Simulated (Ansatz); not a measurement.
# C2HClF2 (SMILES FC(F)=CCl): CCSD(T)/6-31G(d) (spherical functions)

What is the energy change on altering one bond length of C2HClF2 at CCSD(T)/6-31G* (spherical functions)? 

The results are computed with Ansatz 0.2.0.

68 further runs of the same task are left out: 68 set aside as unsound or not needed.

## Step 1: The system as given

C2HClF2: 6 atoms, total charge 0, spin state singlet. As SMILES, `FC(F)=CCl`. Geometry: relaxed at PBE0-D4/def2-TZVP.

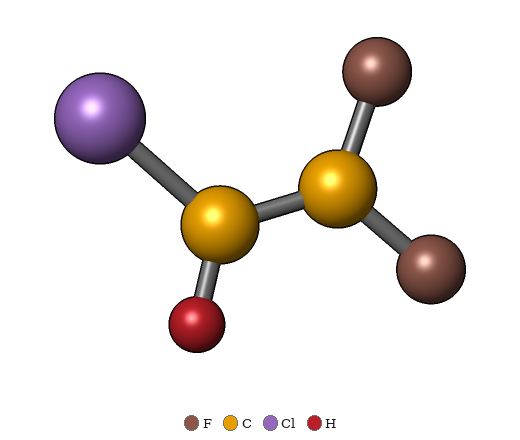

The structure, seen from a chosen angle (fluorine brown, carbon amber, chlorine purple, hydrogen red).

## Step 2: The energy at CCSD(T)/6-31G(d) (spherical functions)

Input file job.yaml:

```yaml
crystal:
  periodic: [false, false, false]
  atoms:
    - {symbol: F, position_ang: [0.901010, -0.810380, 1.342040]}
    - {symbol: C, position_ang: [0.267650, -0.562200, 0.220370]}
    - {symbol: F, position_ang: [0.192510, -1.632620, -0.522730]}
    - {symbol: C, position_ang: [-0.218360, 0.626770, -0.086550]}
    - {symbol: Cl, position_ang: [-1.039010, 0.926430, -1.552100]}
    - {symbol: H, position_ang: [-0.103800, 1.452000, 0.598970]}
basis:
  gaussian: {orbitals: 6-31G_st_-spherical.json}
accuracy: high
scf: {omitted_lower_state_checks: [cluster_reference, increment]}
correlation: {method: ccsd_t, frozen_orbitals: {C: 1, Cl: 5, F: 1, H: 0}}
```

The basis set 6-31G* is read from a file made from the Basis Set Exchange's data (not shown).

The run is started by

```sh
$ ansatz run job.yaml --threads 1 --pin off --max-ram 3480MiB --events-out events.jsonl --progress --plain --runs-dir runs
```

The log of the run:

```text
Warning: RAYON_NUM_THREADS=1 ignored (pool sized by the plan → 1); use --threads N
Functional definition: HF
  name "HF"
  exchange = exact_x
  correlation = 0
these checks for a lower state are left out or cut short: cluster_reference, increment
1683 factors; integrals over basis functions are off by at most 5.4e-9 eV
mean field evaluation 1: about -19987.9753 eV, gradient 3.1e1 eV
mean field evaluation 2: about -19988.0642 eV, gradient 3.1e1 eV
mean field evaluation 4: about -19990.1651 eV, gradient 3.1e0 eV
mean field evaluation 8: about -19990.1993 eV, gradient 2.6e-1 eV
mean field evaluation 16: about -19990.1996 eV, gradient 8.8e-9 eV
mean field -19990.19962529 eV, -734.6262863853 hartree, gradient 8.9e-9 eV, S^2 0.000000; 0 other end points of the search recorded, 0 dependent functions left out
9 core orbitals not correlated: weight in the atoms' cores, before any rotation towards them, 1.000 or more for the frozen orbitals, at most 0.000 for the correlated occupied ones
reference -19990.19962529 eV, -734.6262863853 hartree; 15, 15 occupied and 52, 52 virtual orbitals, 1683 factors
second order -19.36628931 eV of doubles, -0.00000000 eV of singles
cycle   1  -19.50095849 eV  change   -1.3e-1 eV  update   1.0e-1
cycle   2  -19.95553233 eV  change   -4.5e-1 eV  update   3.1e-2
cycle   3  -20.07903145 eV  change   -1.2e-1 eV  update   1.5e-2
cycle   4  -20.07817470 eV  change    8.6e-4 eV  update   3.5e-3
cycle   5  -20.07693622 eV  change    1.2e-3 eV  update   1.3e-3
cycle   6  -20.07734675 eV  change   -4.1e-4 eV  update   3.6e-4
cycle   7  -20.07719561 eV  change    1.5e-4 eV  update   1.1e-4
cycle   8  -20.07714327 eV  change    5.2e-5 eV  update   4.5e-5
cycle   9  -20.07716152 eV  change   -1.8e-5 eV  update   1.9e-5
cycle  10  -20.07716650 eV  change   -5.0e-6 eV  update   5.6e-6
cycle  11  -20.07716520 eV  change    1.3e-6 eV  update   2.0e-6
cycle  12  -20.07716602 eV  change   -8.3e-7 eV  update   5.4e-7
cycle  13  -20.07716626 eV  change   -2.4e-7 eV  update   1.9e-7
cycle  14  -20.07716638 eV  change   -1.2e-7 eV  update   7.8e-8
cycle  15  -20.07716644 eV  change   -6.4e-8 eV  update   3.8e-8
cycle  16  -20.07716646 eV  change   -1.6e-8 eV  update   2.6e-8
cycle  17  -20.07716743 eV  change   -9.8e-7 eV  update   2.1e-7
cycle  18  -20.07716756 eV  change   -1.2e-7 eV  update   7.6e-8
cycle  19  -20.07716764 eV  change   -8.0e-8 eV  update   2.2e-8
cycle  20  -20.07716764 eV  change   -2.5e-9 eV  update   6.3e-9
cycle  21  -20.07716764 eV  change   -1.8e-9 eV  update   2.0e-9
perturbative correction -0.57396305 eV, -0.0210927532 hartree
Total energy: -20010.85075598 eV, -735.3852014405 hartree
Checks for a lower state left out: cluster_reference, increment
```

Run time: 14 s. Hardware: 1 thread of Arm Neoverse V1, shared host; peak memory 0.37 GiB.

## Step 3: The distorted shape, same level

Input file run.yaml:

```yaml
crystal:
  periodic: [false, false, false]
  atoms:
    - {symbol: F, position_ang: [0.973904, -0.988707, 1.388073]}
    - {symbol: C, position_ang: [0.340544, -0.740527, 0.266403]}
    - {symbol: F, position_ang: [0.265404, -1.810947, -0.476697]}
    - {symbol: C, position_ang: [-0.218360, 0.626770, -0.086550]}
    - {symbol: Cl, position_ang: [-1.039010, 0.926430, -1.552100]}
    - {symbol: H, position_ang: [-0.103800, 1.452000, 0.598970]}
basis:
  gaussian:
    orbitals: 6-31G_st_-spherical.json
correlation:
  method: ccsd_t
  frozen_orbitals: {C: 1, Cl: 5, F: 1, H: 0}
accuracy: high
scf:
  omitted_lower_state_checks: [cluster_reference, increment]
```

The basis set 6-31G* is read from a file made from the Basis Set Exchange's data (not shown).

The run is started by

```sh
$ ansatz run run.yaml --threads 1 --pin off --max-ram 3480MiB --events-out events.jsonl --progress --plain --runs-dir runs
```

The log of the run:

```text
Warning: RAYON_NUM_THREADS=1 ignored (pool sized by the plan → 1); use --threads N
Functional definition: HF
  name "HF"
  exchange = exact_x
  correlation = 0
these checks for a lower state are left out or cut short: cluster_reference, increment
1671 factors; integrals over basis functions are off by at most 5.1e-9 eV
mean field evaluation 1: about -19986.4475 eV, gradient 3.3e1 eV
mean field evaluation 2: about -19986.5244 eV, gradient 3.3e1 eV
mean field evaluation 4: about -19988.9872 eV, gradient 3.3e0 eV
mean field evaluation 8: about -19989.0323 eV, gradient 2.0e-1 eV
mean field evaluation 16: about -19989.0325 eV, gradient 7.4e-9 eV
mean field -19989.03253708 eV, -734.5833966850 hartree, gradient 7.4e-9 eV, S^2 0.000000; 0 other end points of the search recorded, 0 dependent functions left out; unrestricted orbitals would lower it
9 core orbitals not correlated: weight in the atoms' cores, before any rotation towards them, 1.000 or more for the frozen orbitals, at most 0.000 for the correlated occupied ones
reference -19989.03253708 eV, -734.5833966850 hartree; 15, 15 occupied and 52, 52 virtual orbitals, 1671 factors
second order -19.76624640 eV of doubles, -0.00000000 eV of singles
cycle   1  -19.76126307 eV  change    5.0e-3 eV  update   1.1e-1
cycle   2  -20.28088764 eV  change   -5.2e-1 eV  update   3.8e-2
cycle   3  -20.43221489 eV  change   -1.5e-1 eV  update   1.9e-2
cycle   4  -20.43204928 eV  change    1.7e-4 eV  update   5.8e-3
cycle   5  -20.43014353 eV  change    1.9e-3 eV  update   2.2e-3
cycle   6  -20.43117980 eV  change   -1.0e-3 eV  update   9.7e-4
cycle   7  -20.43078447 eV  change    4.0e-4 eV  update   3.4e-4
cycle   8  -20.43077140 eV  change    1.3e-5 eV  update   1.5e-4
cycle   9  -20.43084793 eV  change   -7.7e-5 eV  update   4.2e-5
cycle  10  -20.43085029 eV  change   -2.4e-6 eV  update   1.2e-5
cycle  11  -20.43084714 eV  change    3.1e-6 eV  update   3.4e-6
cycle  12  -20.43084821 eV  change   -1.1e-6 eV  update   1.2e-6
cycle  13  -20.43084852 eV  change   -3.0e-7 eV  update   5.0e-7
cycle  14  -20.43084864 eV  change   -1.2e-7 eV  update   1.9e-7
cycle  15  -20.43084879 eV  change   -1.6e-7 eV  update   7.9e-8
cycle  16  -20.43084879 eV  change   -3.3e-9 eV  update   4.5e-8
cycle  17  -20.43084877 eV  change    2.6e-8 eV  update   2.6e-8
cycle  18  -20.43084848 eV  change    2.9e-7 eV  update   1.7e-7
cycle  19  -20.43084846 eV  change    2.1e-8 eV  update   6.0e-8
cycle  20  -20.43084839 eV  change    7.3e-8 eV  update   2.3e-8
cycle  21  -20.43084837 eV  change    1.5e-8 eV  update   9.4e-9
cycle  22  -20.43084837 eV  change    7.9e-9 eV  update   2.8e-9
cycle  23  -20.43084837 eV  change   8.5e-10 eV  update  8.2e-10
perturbative correction -0.66498654 eV, -0.0244378046 hartree
Total energy: -20010.12837199 eV, -735.3586543185 hartree
Checks for a lower state left out: cluster_reference, increment
```

Wall time 15 s (1 thread of Arm Neoverse V1, shared host); peak memory 0.37 GiB.

## Step 4: Results

Level: CCSD(T)/6-31G* (spherical functions), 9 core orbitals frozen.

| quantity | value |
| --- | --- |
| first shape: total energy | -735.38520 Eh |
| first shape: correlation energy (9 core orbitals frozen) | -758.9 mEh |
| first shape: (T) correction | -21.09 mEh |
| first shape: T1 diagnostic | 0.012 |
| distorted shape: total energy | -735.35865 Eh |
| distorted shape: correlation energy (9 core orbitals frozen) | -775.3 mEh |
| distorted shape: (T) correction | -24.44 mEh |
| distorted shape: T1 diagnostic | 0.014 |
| energy change with the C2–C4 bond stretched from 1.321 to 1.519 Å | 0.722 eV |

What this shows: With the C2–C4 bond stretched from 1.321 to 1.519 Å the energy rises by 0.72 eV (16.7 kcal/mol). The first shape isn't relaxed at this level, so the change isn't measured from a minimum. The triples (first shape) make up 2.8 % of the correlation energy. The restricted solution (distorted shape) is unstable to spin breaking: an unrestricted one lies lower. The triples (distorted shape) make up 3.2 % of the correlation energy.
